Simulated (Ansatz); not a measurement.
## Redistribution: C4H4F2 + C3H5F → C4H5F + C3H4F2

Species: C4H4F2 `FCC#CCF`, singlet; C3H5F `C/C=C/F`, singlet; C4H5F `CC#CCF`, singlet; C3H4F2 `F/C=C\CF`, singlet. The partners trade F for H; both sit on C, so the bond types are kept.

Shapes, held fixed at every level: PBE0-D4/def2-TZVP. Flexible molecules stand in one conformer, not always the lowest. Programs: Ansatz 0.2.0. The zero-point and thermal change to 298 K, harmonic and unscaled (PBE0-D4/def2-TZVP), is +0.9 kJ/mol.

```json
{"level": "HF/def2-SVP", "kind": "Hartree–Fock", "ΔH(298 K) (kJ/mol)": "-15.8", "less CCSD(T)/CBS estimate": "-2.1"}
{"level": "BHLYP-D4/def2-TZVPP", "kind": "global hybrid", "ΔH(298 K) (kJ/mol)": "-14.2", "less CCSD(T)/CBS estimate": "-0.5"}
{"level": "wB97M-V/def2-TZVPP", "kind": "range-separated hybrid", "ΔH(298 K) (kJ/mol)": "-13.4", "less CCSD(T)/CBS estimate": "+0.3"}
{"level": "B2PLYP/def2-TZVPP", "kind": "double hybrid", "ΔH(298 K) (kJ/mol)": "-12.8", "less CCSD(T)/CBS estimate": "+0.9"}
{"level": "CCSD(T)/def2-SVP", "kind": "coupled cluster or CI", "ΔH(298 K) (kJ/mol)": "-12.7", "less CCSD(T)/CBS estimate": "+1.0"}
{"level": "CCSD(T)/def2-TZVPP", "kind": "coupled cluster or CI", "ΔH(298 K) (kJ/mol)": "-12.5", "less CCSD(T)/CBS estimate": "+1.2"}
{"level": "CCSD/def2-TZVPP", "kind": "coupled cluster or CI", "ΔH(298 K) (kJ/mol)": "-12.8", "less CCSD(T)/CBS estimate": "+0.9"}
{"level": "CCSD(T)/CBS estimate", "kind": "coupled cluster or CI", "ΔH(298 K) (kJ/mol)": "-13.7", "less CCSD(T)/CBS estimate": "0.0"}
```

The highest level, CCSD(T)/CBS estimate, gives ΔH(298 K) = -13.7 kJ/mol; the levels span -15.8 to -12.5. The column of differences is taken from that level and isn't an error. No measured value is set beside it here. The CBS estimate extrapolates MP2 from def2-TZVPP and def2-QZVPP and adds CCSD(T) − MP2 in the triple-zeta set, cores frozen.

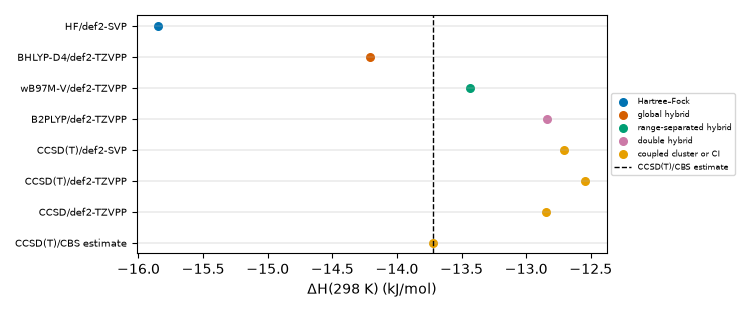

The values of the table, level by level.
